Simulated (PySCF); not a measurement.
## Electronic structure of C₃H₇ClO₃Si₂ (SMILES C#C[Si](O)(O)O[SiH2]CCl) in real space

```xyz
16

C    -3.0137    1.6860    0.8667
C    -2.3664    0.7400    0.5083
Si   -1.3746   -0.7264   -0.0433
O    -1.6844   -1.1477   -1.5719
O    -1.6510   -2.0238    0.8942
O     0.1881   -0.2805    0.0522
Si    1.4923    0.0221   -0.8524
C     2.7833    0.6459    0.4062
Cl    4.2875    1.0194   -0.4668
H    -3.5806    2.5164    1.1766
H    -2.4018   -1.7467   -1.7602
H    -1.3773   -2.0247    1.8064
H     1.9681   -1.2122   -1.4723
H     1.1968    1.0696   -1.8245
H     2.4833    1.5627    0.9090
H     3.0428   -0.0911    1.1629
```

Geometry: GFN2-xTB.

Method: PBE0/pcSseg-1, SCF density, gas phase, non-relativistic in PySCF.

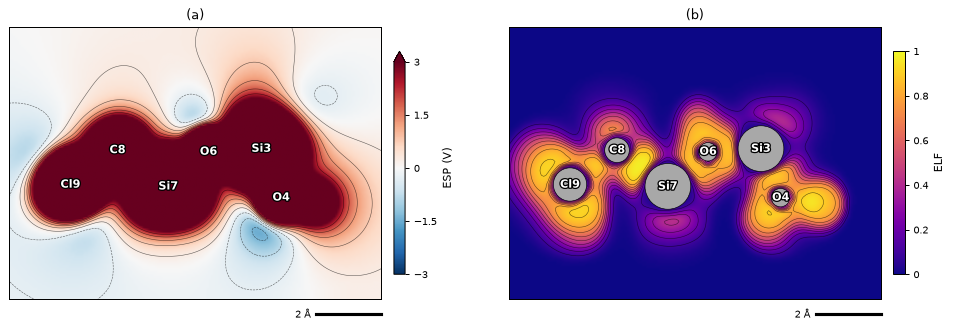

Figure 1. (a) electrostatic potential; (b) ELF on the plane of atoms O6, Si7 and C8. Grey discs cover the atomic cores in the ELF map.

Describe what can be read from this map.

The plane passes through Si, O, C and Cl nuclei.
Si–O (1.62 Å): the ELF peaks at about 0.85 between the atoms; a short, strongly polar bond.
C–Cl (1.78 Å): the ELF peaks at about 0.90 between the atoms: a covalent bond.
C–Si (1.91 Å): the ELF peaks at about 1 between the atoms, as expected for a shared electron pair.
The ELF also peaks beside Cl9, O4 and O6, away from the bonds: lone-pair regions.
Outside the dense part of the molecule the potential is most negative (−1.5 V) near O4.

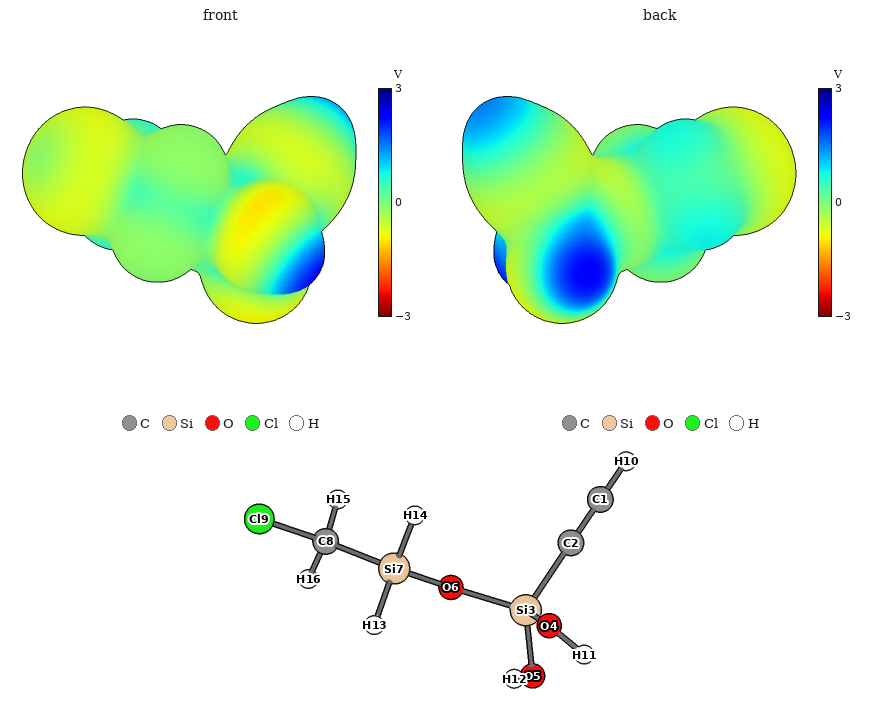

Figure 2. The electrostatic potential painted on the density surface at 0.001 e/bohr³, seen from the front and from behind; the colour scale runs from red (negative) to blue (positive). The bare structure is drawn below in the same view.

Which sites attract a positive test charge, and which a negative one?

A positive charge is drawn to the negative regions and a negative charge to the positive ones. The most negative region (about −0.9 V, or −21 kcal/mol for a unit charge) lies over O4, the most positive (about +2.2 V, or +51 kcal/mol for a unit charge) over H11 and H12.
